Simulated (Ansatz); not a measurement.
## Abstraction of H: C2H6OS + SiH2(SiH2)Cl → C2H5OS + SiH2(SiH3)Cl

Species: C2H6OS (dimethyl sulfoxide) `CS(C)=O`, singlet; SiH2(SiH2)Cl, doublet; C2H5OS `[CH2]S(C)=O`, doublet; SiH2(SiH3)Cl, singlet. A radical takes H: the energy is the difference in strength between the C–H bond broken and the Si–H bond made.

Shapes, held fixed at every level: PBE0-D4/def2-TZVP. Flexible molecules stand in one conformer, not always the lowest. Programs: Ansatz 0.2.0. The zero-point and thermal change to 298 K, harmonic and unscaled (PBE0-D4/def2-TZVP), is -11.6 kJ/mol.

| level | kind | ΔH(298 K) (kJ/mol) | less CCSD(T)/CBS estimate |
| --- | --- | --- | --- |
| HF/def2-SVP | Hartree–Fock | +43.7 | -9.9 |
| HF/def2-TZVPP | Hartree–Fock | +34.9 | -18.7 |
| PBE-D4/def2-TZVPP | GGA | +52.7 | -0.9 |
| PBE0-D4/def2-TZVPP | global hybrid | +55.1 | +1.5 |
| wB97M-V/def2-TZVPP | range-separated hybrid | +51.4 | -2.2 |
| B2PLYP/def2-TZVPP | double hybrid | +50.4 | -3.2 |
| MP2/def2-SVP | perturbation theory | +75.0 | +21.4 |
| CCSD(T)/CBS estimate | coupled cluster or CI | +53.6 | 0.0 |

The highest level, CCSD(T)/CBS estimate, gives ΔH(298 K) = +53.6 kJ/mol; the levels span +34.9 to +75.0. The column of differences is taken from that level and isn't an error. No measured value is set beside it here. Open shells run unrestricted unless RO is named. The CBS estimate extrapolates MP2 from def2-TZVPP and def2-QZVPP and adds CCSD(T) − MP2 in the triple-zeta set, cores frozen.

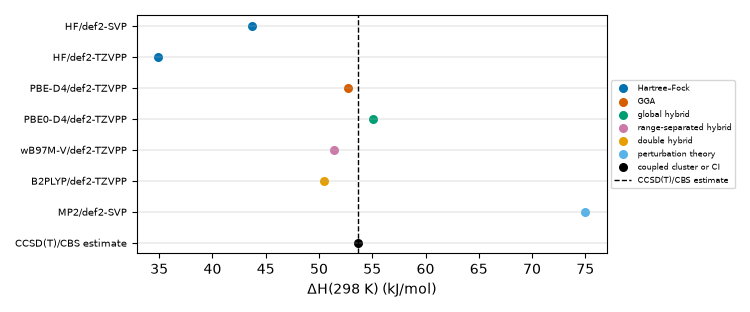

The values of the table, level by level.
